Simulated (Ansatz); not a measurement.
# GaAs wire along [111], 38 atoms a period, H-terminated: bands by functional

Aim: is the GaAs wire along [111], 38 atoms a period, H-terminated a metal or a semiconductor?

Calculated with Ansatz 0.2.0; DFT PBE, plane waves, PAW; relaxation of a wire's period; PAW set soft_1, in the first sound run; inputs show where later runs differ.

### Step 1. The structure

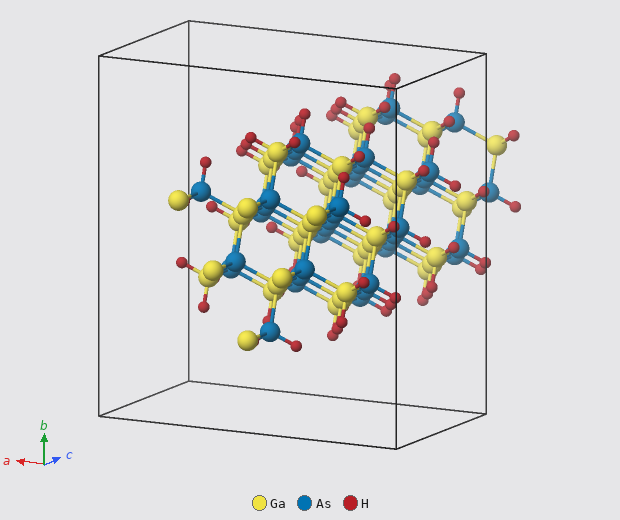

The starting structure, seen at a slant to the c axis (gallium yellow, arsenic blue, hydrogen red). 1×1×2 cells are drawn. Some periodic images of atoms are drawn too.

The cell holds 68 atoms: 19 Ga, 19 As and 30 H. Its edges and angles: a = 17.512 Å, b = 19.141 Å, c = 9.959 Å, α = 90.0°, β = 90.0°, γ = 90.0°. Vacuum lies along a and b. The structure's axis is c.

### Step 2. Relaxing the period

Band widths follow the bond lengths, so the wire is relaxed first. The atoms and the third cell vector are free; the box across stays fixed as vacuum. A Fermi-Dirac smearing is set since the result may be a metal. The pressure printed is a third of the stress's trace over the whole box, vacuum included; only the stress along the axis is relaxed.

File input.yaml:

```yaml
crystal:
  lattice:
    - [17.512, 0.0, 0.0]
    - [0.0, 19.141, 0.0]
    - [0.0, 0.0, 9.9592921435]
  atoms:
    - { symbol: Ga, position: [0.267820043, 0.623369798, 0.0] }
    - { symbol: Ga, position: [0.383907983, 0.439411723, 0.0] }
    - { symbol: Ga, position: [0.499995922, 0.623369798, 0.0] }
    - { symbol: As, position: [0.267820043, 0.623369798, 0.25] }
    - { symbol: As, position: [0.383907983, 0.439411723, 0.25] }
    - { symbol: As, position: [0.499995922, 0.255453648, 0.25] }
    - { symbol: As, position: [0.499995922, 0.623369798, 0.25] }
    - { symbol: As, position: [0.616083862, 0.439411723, 0.25] }
    - { symbol: As, position: [0.732171801, 0.623369798, 0.25] }
    - { symbol: H, position: [0.194152581, 0.417004603, 0.280451396] }
    - { symbol: H, position: [0.267820043, 0.300267889, 0.280451396] }
    - { symbol: H, position: [0.42632846, 0.784920752, 0.280451396] }
    - { symbol: H, position: [0.573663384, 0.784920752, 0.280451396] }
    - { symbol: H, position: [0.732171801, 0.300267889, 0.280451396] }
    - { symbol: H, position: [0.805839263, 0.417004603, 0.280451396] }
    - { symbol: H, position: [0.19555133, 0.5851964, 0.30187785] }
    - { symbol: H, position: [0.267820043, 0.699716593, 0.30187785] }
    - { symbol: H, position: [0.427727209, 0.217280251, 0.30187785] }
    - { symbol: H, position: [0.572264635, 0.217280251, 0.30187785] }
    - { symbol: H, position: [0.732171801, 0.699716593, 0.30187785] }
    - { symbol: H, position: [0.804440514, 0.5851964, 0.30187785] }
    - { symbol: Ga, position: [0.267820043, 0.378092365, 0.333333333] }
    - { symbol: Ga, position: [0.383907983, 0.562050439, 0.333333333] }
    - { symbol: Ga, position: [0.499995922, 0.378092365, 0.333333333] }
    - { symbol: Ga, position: [0.499995922, 0.746008514, 0.333333333] }
    - { symbol: Ga, position: [0.616083862, 0.562050439, 0.333333333] }
    - { symbol: Ga, position: [0.732171801, 0.378092365, 0.333333333] }
    - { symbol: As, position: [0.267820043, 0.378092365, 0.583333333] }
    - { symbol: As, position: [0.383907983, 0.562050439, 0.583333333] }
    - { symbol: As, position: [0.499995922, 0.378092365, 0.583333333] }
    - { symbol: As, position: [0.499995922, 0.746008514, 0.583333333] }
    - { symbol: As, position: [0.616083862, 0.562050439, 0.583333333] }
    - { symbol: As, position: [0.732171801, 0.378092365, 0.583333333] }
    - { symbol: H, position: [0.194152581, 0.539643319, 0.613784729] }
    - { symbol: H, position: [0.310240521, 0.723601394, 0.613784729] }
    - { symbol: H, position: [0.383907983, 0.238948531, 0.613784729] }
    - { symbol: H, position: [0.616083862, 0.238948531, 0.613784729] }
    - { symbol: H, position: [0.689751324, 0.723601394, 0.613784729] }
    - { symbol: H, position: [0.805839263, 0.539643319, 0.613784729] }
    - { symbol: H, position: [0.19555133, 0.339918967, 0.635211184] }
    - { symbol: H, position: [0.499995922, 0.82235531, 0.635211184] }
    - { symbol: H, position: [0.804440514, 0.339918967, 0.635211184] }
    - { symbol: Ga, position: [0.267820043, 0.500731081, 0.666666667] }
    - { symbol: Ga, position: [0.383907983, 0.316773007, 0.666666667] }
    - { symbol: Ga, position: [0.383907983, 0.684689156, 0.666666667] }
    - { symbol: Ga, position: [0.499995922, 0.500731081, 0.666666667] }
    - { symbol: Ga, position: [0.616083862, 0.684689156, 0.666666667] }
    - { symbol: Ga, position: [0.616083862, 0.316773007, 0.666666667] }
    - { symbol: Ga, position: [0.732171801, 0.500731081, 0.666666667] }
    - { symbol: As, position: [0.267820043, 0.500731081, 0.916666667] }
    - { symbol: As, position: [0.383907983, 0.316773007, 0.916666667] }
    - { symbol: As, position: [0.383907983, 0.684689156, 0.916666667] }
    - { symbol: As, position: [0.499995922, 0.500731081, 0.916666667] }
    - { symbol: As, position: [0.616083862, 0.684689156, 0.916666667] }
    - { symbol: As, position: [0.616083862, 0.316773007, 0.916666667] }
    - { symbol: As, position: [0.732171801, 0.500731081, 0.916666667] }
    - { symbol: H, position: [0.194152581, 0.662282035, 0.947118062] }
    - { symbol: H, position: [0.499995922, 0.177629173, 0.947118062] }
    - { symbol: H, position: [0.805839263, 0.662282035, 0.947118062] }
    - { symbol: H, position: [0.19555133, 0.462557683, 0.968544517] }
    - { symbol: H, position: [0.31163927, 0.278599609, 0.968544517] }
    - { symbol: H, position: [0.383907983, 0.761035951, 0.968544517] }
    - { symbol: H, position: [0.616083862, 0.761035951, 0.968544517] }
    - { symbol: H, position: [0.688352575, 0.278599609, 0.968544517] }
    - { symbol: H, position: [0.804440514, 0.462557683, 0.968544517] }
    - { symbol: Ga, position: [0.499995922, 0.255453648, 0.0] }
    - { symbol: Ga, position: [0.616083862, 0.439411723, 0.0] }
    - { symbol: Ga, position: [0.732171801, 0.623369798, 0.0] }
kpoints:
  mp_grid: { grid: [1, 1, 9] }
scf:
  occupations: { method: fermi_dirac, width: 0.05 }
hamiltonian:
  xc: pbe
  pseudopotentials: { kind: paw, azcp: { folder: soft_1 } }
relax:
  cell: { fix: [a, b, alpha, beta, gamma] }
  max_steps: 45
  f_tol: 0.03
```

Launch:

```
ansatz run input.yaml --threads 4 --pin off --max-ram 16384MiB --backend cpu --events-out ev --progress --plain --runs-dir out
```

Numbers of over 12 decimals in the logs are rounded to 6 here.

The log of the run:

```text
Engine: ansatz 0.2.0, x86_64-unknown-linux-gnu
Pseudopotentials: kind: paw
Pseudopotential: Ga, paw, valence charge 13, recommended cutoff 420 eV (normal), soft_1/Ga.paw.azcp
Pseudopotential: As, paw, valence charge 15, recommended cutoff 420 eV (normal), soft_1/As.paw.azcp
Pseudopotential: H, paw, valence charge 1, recommended cutoff 420 eV (normal), soft_1/H.paw.azcp
Functional definition: PBE
  parameter kappa = 0.804
  parameter beta = 0.066725
  exchange = pbe_x(kappa = kappa, mu = beta*pi^2/3)
  correlation = pbe_c(beta = beta)
Crystal: 68 atoms, lattice volume = 3338.327 Å³
Basis set: ecut = 420 eV, 65269 PW (Γ), exchange–correlation on 240×256×144 points (8 copies of the dense FFT grid, shifted against one another)
Bands: 349, of which v1, the nominal top of the filled ones, is band 281 counted from 1 (280 counted from 0)
Symmetry: 2 space group operations
Space group: Pm (ITA 6), of the structure as read, at distance tolerance 1.5e-4 Å
k-points: 5 of 9 (time reversal used)
Non-local potential: Ga, projectors of the file, l = 0: 2, l = 1: 2, l = 2: 3, l = 3: 1
Non-local potential: As, projectors of the file, l = 0: 2, l = 1: 2, l = 2: 3, l = 3: 1
Non-local potential: H, projectors of the file, l = 0: 2, l = 1: 1
PAW form: soft (Blöchl's): semilocal exchange-correlation on the pseudo side does not see the compensation charge
PAW one-centre angular grid: Ga, 590 points (default); XC on 64 Gauss nodes
PAW one-centre angular grid: As, 590 points (default); XC on 64 Gauss nodes
PAW one-centre angular grid: H, 110 points (default); XC on 64 Gauss nodes
Initial density: superposition of atomic densities (neutral atoms: chi_scale 0, normalization atom)
Initial wavefunctions: pseudopotential atomic-orbital guess
Functional: x = pbe(κ = 0.804, μ = 0.219515), c = pbe(β = 0.066725)
SCF iter   1: F=—  HF=-164631.769580 eV  |F-HF|=—  |Δ(HF+E_count)|=         —  Δρ=3.21e-2  dr2=3.27e1  ethr=3.10e-3  ⟨swp⟩=6.0  Hψ=7052  notcnv=0  defer=116
preconditioner: auto → Resta (q_TF=auto, 2.027 Å⁻¹)  ε∞=1.8  [insulator: Δε(μ)=2.299 eV  Ē_g=13.704 eV  σ=0.050 eV  W_gap=1.00  n_scr=468 (ndim 8)  ℏωp=12.4 eV  f_vac=0.592  D(μ)=0.00/eV (n_scr^D=0)  ε∞_Penn≈1.8  vacuum switching on, ρ_ref=1.4e-2 e/Å³]
SCF iter   2: F=—  HF=-164623.582931 eV  |F-HF|=—  |Δ(HF+E_count)|=    8.19e0  Δρ=1.46e-2  dr2=6.48e0  ethr=3.10e-3  ⟨swp⟩=3.0  Hψ=2434  notcnv=0  defer=308
SCF iter   3: F=—  HF=-164622.583164 eV  |F-HF|=—  |Δ(HF+E_count)|=    1.00e0  Δρ=4.04e-3  dr2=1.83e0  ethr=1.15e-3  ⟨swp⟩=3.6  Hψ=3650  notcnv=0  defer=306
SCF iter   4: F=—  HF=-164622.138461 eV  |F-HF|=—  |Δ(HF+E_count)|=   4.45e-1  Δρ=1.51e-3  dr2=1.35e-1  ethr=3.26e-4  ⟨swp⟩=4.8  Hψ=2724  notcnv=0  defer=295
SCF iter   5: F=—  HF=-164622.137391 eV  |F-HF|=—  |Δ(HF+E_count)|=   1.07e-3  Δρ=7.00e-4  dr2=1.90e-2  ethr=2.40e-5  ⟨swp⟩=3.2  Hψ=3036  notcnv=0  defer=288
SCF iter   6: F=—  HF=-164622.137379 eV  |F-HF|=—  |Δ(HF+E_count)|=   1.19e-5  Δρ=2.12e-4  dr2=1.12e-3  ethr=3.38e-6  ⟨swp⟩=2.0  Hψ=2637  notcnv=0  defer=288
SCF iter   7: F=—  HF=-164622.138614 eV  |F-HF|=—  |Δ(HF+E_count)|=   1.24e-3  Δρ=6.81e-5  dr2=2.20e-4  ethr=1.99e-7  ⟨swp⟩=2.0  Hψ=2637  notcnv=0  defer=288
SCF iter   8: F=—  HF=-164622.138767 eV  |F-HF|=—  |Δ(HF+E_count)|=   1.52e-4  Δρ=2.14e-5  dr2=2.70e-5  ethr=3.91e-8  ⟨swp⟩=2.0  Hψ=2637  notcnv=0  defer=288
SCF iter   9: F=—  HF=-164622.138388 eV  |F-HF|=—  |Δ(HF+E_count)|=   3.78e-4  Δρ=1.14e-5  dr2=4.89e-6  ethr=4.81e-9  ⟨swp⟩=2.0  Hψ=2925  notcnv=0  defer=288
SCF iter  10: F=—  HF=-164622.138391 eV  |F-HF|=—  |Δ(HF+E_count)|=   2.58e-6  Δρ=3.14e-6  dr2=5.86e-7  ethr=8.70e-10  ⟨swp⟩=2.0  Hψ=2637  notcnv=0  defer=288
SCF iter  11: F=—  HF=-164622.138392 eV  |F-HF|=—  |Δ(HF+E_count)|=   5.11e-7  Δρ=1.15e-6  dr2=1.82e-7  ethr=1.78e-11  ⟨swp⟩=4.0  Hψ=5755  notcnv=0
SCF iter  12: F=-164622.138392 eV  HF=-164622.138392 eV  |F-HF|=9.08e-9  |Δ(HF+E_count)|=   1.86e-8  Δρ=5.60e-7  dr2=1.31e-8  ethr=1.78e-11  ⟨swp⟩=4.0  Hψ=4737  notcnv=0
SCF 1 converged in 12 iterations: F = -164622.138392 eV  dr2 = 1.31e-8
  greatest PAW one-centre occupation: 0.999 electrons in one spin orbital (limit 2), on the As atom at site 5 (counted from 0), in its partial waves of l = 2
relax step   1: F+E_penalty+E_count = -164622.13839159 eV  Δ(F+E_penalty+E_count) = +0.000e0 eV  max|allowed force component| = 7.528e-1 eV/Å  Δτ_max = 0.0000 Å  P = -0.354 GPa  Ω = 3338.327 Å³  fix = [a, b, alpha, beta, gamma]  reactions: a -0.518, b -0.520 GPa; alpha -0.000 GPa/rad  (12 SCF iters, dr2 threshold 1.00e-7 eV, accepted)
Crystal: 68 atoms, lattice volume = 3337.309 Å³
Basis set: ecut = 420 eV, 65241 PW (Γ), exchange–correlation on 240×256×144 points (8 copies of the dense FFT grid, shifted against one another)
Initial density: handed on by an earlier stage of this run
Initial wavefunctions: those handed on with the density
iter 1 solved again at ethr=3.91e-4 eV; its pass at ethr=3.10e-3 eV (dr2=2.20e0 eV) is discarded
SCF iter   1: F=—  HF=-164624.002217 eV  |F-HF|=—  |Δ(HF+E_count)|=         —  Δρ=1.09e-2  dr2=2.24e0  ethr=3.91e-4  ⟨swp⟩=5.2  Hψ=7281  notcnv=0
preconditioner: auto → Resta (q_TF=auto, 2.027 Å⁻¹)  ε∞=1.8  [insulator: Δε(μ)=2.304 eV  Ē_g=13.826 eV  σ=0.050 eV  W_gap=1.00  n_scr=468 (ndim 8)  ℏωp=12.4 eV  f_vac=0.631  D(μ)=0.00/eV (n_scr^D=0)  ε∞_Penn≈1.8  vacuum switching on, ρ_ref=1.4e-2 e/Å³]
SCF iter   2: F=—  HF=-164623.637724 eV  |F-HF|=—  |Δ(HF+E_count)|=   3.64e-1  Δρ=5.29e-3  dr2=4.49e-1  ethr=3.91e-4  ⟨swp⟩=4.8  Hψ=2846  notcnv=0
SCF iter   3: F=—  HF=-164623.653105 eV  |F-HF|=—  |Δ(HF+E_count)|=   1.54e-2  Δρ=1.48e-3  dr2=2.74e-1  ethr=7.98e-5  ⟨swp⟩=3.0  Hψ=3362  notcnv=0  defer=294
SCF iter   4: F=—  HF=-164623.606289 eV  |F-HF|=—  |Δ(HF+E_count)|=   4.68e-2  Δρ=4.35e-4  dr2=6.86e-3  ethr=4.88e-5  ⟨swp⟩=3.6  Hψ=1880  notcnv=0  defer=294
SCF iter   5: F=—  HF=-164623.607052 eV  |F-HF|=—  |Δ(HF+E_count)|=   7.63e-4  Δρ=1.34e-4  dr2=1.01e-3  ethr=1.22e-6  ⟨swp⟩=2.0  Hψ=2291  notcnv=0  defer=294
SCF iter   6: F=—  HF=-164623.606991 eV  |F-HF|=—  |Δ(HF+E_count)|=   6.09e-5  Δρ=4.91e-5  dr2=8.90e-5  ethr=1.81e-7  ⟨swp⟩=2.0  Hψ=2532  notcnv=0  defer=294
SCF iter   7: F=—  HF=-164623.607003 eV  |F-HF|=—  |Δ(HF+E_count)|=   1.16e-5  Δρ=1.57e-5  dr2=1.04e-5  ethr=1.58e-8  ⟨swp⟩=2.0  Hψ=2406  notcnv=0  defer=294
SCF iter   8: F=-164623.607005 eV  HF=-164623.607005 eV  |F-HF|=1.02e-7  |Δ(HF+E_count)|=   1.72e-6  Δρ=4.78e-6  dr2=7.01e-7  ethr=1.21e-9  ⟨swp⟩=4.0  Hψ=5502  notcnv=0
SCF 2 converged in 8 iterations: F = -164623.607005 eV  dr2 = 7.01e-7
[...]
--- Forces (eV/Å), atoms counted from 1 ---
  atom   1  Ga     0.00165386    -0.00098602    -0.00069908
  atom   2  Ga    -0.00118493    -0.00075346     0.00588903
  atom   3  Ga     0.00000000     0.00134299     0.00583921
  atom   4  As    -0.00664478     0.00387951    -0.00112046
  atom   5  As    -0.00347579    -0.00192738     0.00026271
  atom   6  As     0.00000000    -0.00759684    -0.00110436
  atom   7  As     0.00000000     0.00404451     0.00025105
  atom   8  As     0.00347579    -0.00192738     0.00026271
  atom   9  As     0.00664478     0.00387951    -0.00112046
  atom  10  H      0.00000518    -0.00001186    -0.00026567
  atom  11  H      0.00005756     0.00004266    -0.00023684
  atom  12  H     -0.00000778     0.00002011    -0.00025780
  atom  13  H      0.00000778     0.00002011    -0.00025780
  atom  14  H     -0.00005756     0.00004266    -0.00023684
  atom  15  H     -0.00000518    -0.00001186    -0.00026567
  atom  16  H     -0.00093881    -0.00134327    -0.00076742
  atom  17  H      0.00068323     0.00144025    -0.00078199
  atom  18  H     -0.00158239    -0.00014472    -0.00077266
  atom  19  H      0.00158239    -0.00014472    -0.00077266
  atom  20  H     -0.00068323     0.00144025    -0.00078199
  atom  21  H      0.00093881    -0.00134327    -0.00076742
  atom  22  Ga     0.00722363     0.00415648    -0.00348421
  atom  23  Ga     0.01303077    -0.00763763     0.00286368
  atom  24  Ga     0.00000000     0.01500893     0.00284783
  atom  25  Ga     0.00000000    -0.00844421    -0.00346841
  atom  26  Ga    -0.01303077    -0.00763763     0.00286368
  atom  27  Ga    -0.00722363     0.00415648    -0.00348421
  atom  28  As     0.00080908     0.00048989    -0.00026726
  atom  29  As    -0.00048632     0.00032773     0.00010346
  atom  30  As     0.00000000    -0.00055605     0.00010391
  atom  31  As     0.00000000    -0.00097234    -0.00024638
  atom  32  As     0.00048632     0.00032773     0.00010346
  atom  33  As    -0.00080908     0.00048989    -0.00026726
  atom  34  H      0.00213641    -0.00168572    -0.00004717
  atom  35  H      0.00256721    -0.00098876    -0.00003192
  atom  36  H     -0.00039908     0.00277708    -0.00002967
  atom  37  H      0.00039908     0.00277708    -0.00002967
  atom  38  H     -0.00256721    -0.00098876    -0.00003192
  atom  39  H     -0.00213641    -0.00168572    -0.00004717
  atom  40  H     -0.00322114    -0.00185305     0.00219032
[...]
atom  57  H     -0.00159355     0.00092172    -0.00058745
  atom  58  H      0.00000000    -0.00169540    -0.00056356
  atom  59  H      0.00159355     0.00092172    -0.00058745
  atom  60  H      0.00078917     0.00191912     0.00070465
  atom  61  H      0.00205270    -0.00028613     0.00068766
  atom  62  H     -0.00127646    -0.00163767     0.00069894
  atom  63  H      0.00127646    -0.00163767     0.00069894
  atom  64  H     -0.00205270    -0.00028613     0.00068766
  atom  65  H     -0.00078917     0.00191912     0.00070465
  atom  66  Ga     0.00000000     0.00177683    -0.00070357
  atom  67  Ga     0.00118493    -0.00075346     0.00588903
  atom  68  Ga    -0.00165386    -0.00098602    -0.00069908
  max |Σ_I F_I| component: 2.40e-6 eV/Å
--- Stress (GPa, compression-positive) ---
        0.000782       0.000000       0.000000
        0.000000      -0.001527      -0.000021
        0.000000      -0.000021      -0.001839
  P = ⅓ Tr σ = -0.0009 GPa (-0.009 kbar)
--- Relaxed structure (6 steps of the walk, 6 accepted, 1 SCFs on fresh bases) ---
  F+E_penalty+E_count = -164623.78924308 eV   max|allowed force component| = 1.501e-2 eV/Å   (the final SCF, on the basis selected at the relaxed cell)
  cell:  # Å, volume = 3340.2518 Å³
    - [17.512, 0.0, 0.0]
    - [0.0, 19.141, 0]
    - [0.0, 0, 9.965035]
  atoms:
    - { symbol: Ga, position: [0.262344, 0.626276, -0.00743315] }
    - { symbol: Ga, position: [0.386086, 0.440567, 0.010460] }
    - { symbol: Ga, position: [0.5, 0.621088, 0.010450] }
    - { symbol: As, position: [0.275738, 0.619189, 0.242604] }
    - { symbol: As, position: [0.381089, 0.437918, 0.257966] }
    - { symbol: As, position: [0.5, 0.263798, 0.242594] }
    - { symbol: As, position: [0.5, 0.626361, 0.257962] }
    - { symbol: As, position: [0.618911, 0.437918, 0.257966] }
    - { symbol: As, position: [0.724262, 0.619189, 0.242604] }
    - { symbol: H, position: [0.192042, 0.421344, 0.282062] }
    - { symbol: H, position: [0.270885, 0.296405, 0.282079] }
    - { symbol: H, position: [0.421158, 0.784437, 0.282088] }
    - { symbol: H, position: [0.578842, 0.784437, 0.282088] }
    - { symbol: H, position: [0.729115, 0.296405, 0.282079] }
    - { symbol: H, position: [0.807958, 0.421344, 0.282062] }
    - { symbol: H, position: [0.203103, 0.588616, 0.301503] }
    - { symbol: H, position: [0.268344, 0.692022, 0.301514] }
    - { symbol: H, position: [0.434747, 0.221518, 0.301467] }
    - { symbol: H, position: [0.565253, 0.221518, 0.301467] }
    - { symbol: H, position: [0.731656, 0.692022, 0.301514] }
    - { symbol: H, position: [0.796897, 0.588616, 0.301503] }
    - { symbol: Ga, position: [0.260542, 0.374238, 0.327163] }
    - { symbol: Ga, position: [0.389747, 0.558973, 0.342805] }
    - { symbol: Ga, position: [0.5, 0.384248, 0.342792] }
    - { symbol: Ga, position: [0.5, 0.753713, 0.327195] }
    - { symbol: Ga, position: [0.610253, 0.558973, 0.342805] }
    - { symbol: Ga, position: [0.739458, 0.374238, 0.327163] }
    - { symbol: As, position: [0.274772, 0.381759, 0.577323] }
    - { symbol: As, position: [0.383499, 0.562273, 0.590429] }
    - { symbol: As, position: [0.5, 0.377646, 0.590421] }
    - { symbol: As, position: [0.5, 0.738687, 0.577346] }
    - { symbol: As, position: [0.616501, 0.562273, 0.590429] }
    - { symbol: As, position: [0.725228, 0.381759, 0.577323] }
    - { symbol: H, position: [0.190081, 0.541625, 0.616402] }
    - { symbol: H, position: [0.306313, 0.725824, 0.616388] }
    - { symbol: H, position: [0.383762, 0.234713, 0.616429] }
    - { symbol: H, position: [0.616238, 0.234713, 0.616429] }
    - { symbol: H, position: [0.693687, 0.725824, 0.616388] }
    - { symbol: H, position: [0.809919, 0.541625, 0.616402] }
    - { symbol: H, position: [0.204929, 0.344864, 0.635022] }
    - { symbol: H, position: [0.5, 0.812469, 0.635050] }
    - { symbol: H, position: [0.795071, 0.344864, 0.635022] }
    - { symbol: Ga, position: [0.264194, 0.502358, 0.662015] }
    - { symbol: Ga, position: [0.383632, 0.313079, 0.662021] }
    - { symbol: Ga, position: [0.380560, 0.686767, 0.662020] }
    - { symbol: Ga, position: [0.5, 0.500731, 0.669243] }
    - { symbol: Ga, position: [0.619440, 0.686767, 0.662020] }
    - { symbol: Ga, position: [0.616368, 0.313079, 0.662021] }
    - { symbol: Ga, position: [0.735806, 0.502358, 0.662015] }
    - { symbol: As, position: [0.275087, 0.504056, 0.912896] }
    - { symbol: As, position: [0.390680, 0.320868, 0.912898] }
    - { symbol: As, position: [0.384398, 0.677290, 0.912897] }
    - { symbol: As, position: [0.5, 0.500737, 0.920302] }
    - { symbol: As, position: [0.615602, 0.677290, 0.912897] }
    - { symbol: As, position: [0.609320, 0.320868, 0.912898] }
    - { symbol: As, position: [0.724913, 0.504056, 0.912896] }
    - { symbol: H, position: [0.188240, 0.665397, 0.948812] }
    - { symbol: H, position: [0.5, 0.171395, 0.948747] }
    - { symbol: H, position: [0.811760, 0.665397, 0.948812] }
    - { symbol: H, position: [0.204535, 0.467083, 0.967327] }
    - { symbol: H, position: [0.320410, 0.283448, 0.967332] }
    - { symbol: H, position: [0.384119, 0.751678, 0.967316] }
    - { symbol: H, position: [0.615881, 0.751678, 0.967316] }
    - { symbol: H, position: [0.679590, 0.283448, 0.967332] }
    - { symbol: H, position: [0.795465, 0.467083, 0.967327] }
    - { symbol: Ga, position: [0.5, 0.249670, -0.00743692] }
    - { symbol: Ga, position: [0.613914, 0.440567, 0.010460] }
    - { symbol: Ga, position: [0.737656, 0.626276, -0.00743315] }
[key lines of the parts left out:]
SCF converged after 6 iterations
Free energy (F): -164623.789243 eV
Fermi energy:    -0.713042 eV
```

It took 19 min on 4 threads of Intel Xeon Platinum 8375C at 2.90GHz (Ice Lake), shared host; peak memory 11 GiB.

(Continued in part 2 of 2.)

[Logs are printed without paths, hosts, clocks, repeated set-up lines and the standing remarks that a program may print on its own settings, such as how far it seeks lower states.]

[Hosts, paths, dates, database ids (printed as entryN), source tags and the programs' standing remarks are cut or masked in the printed files.]
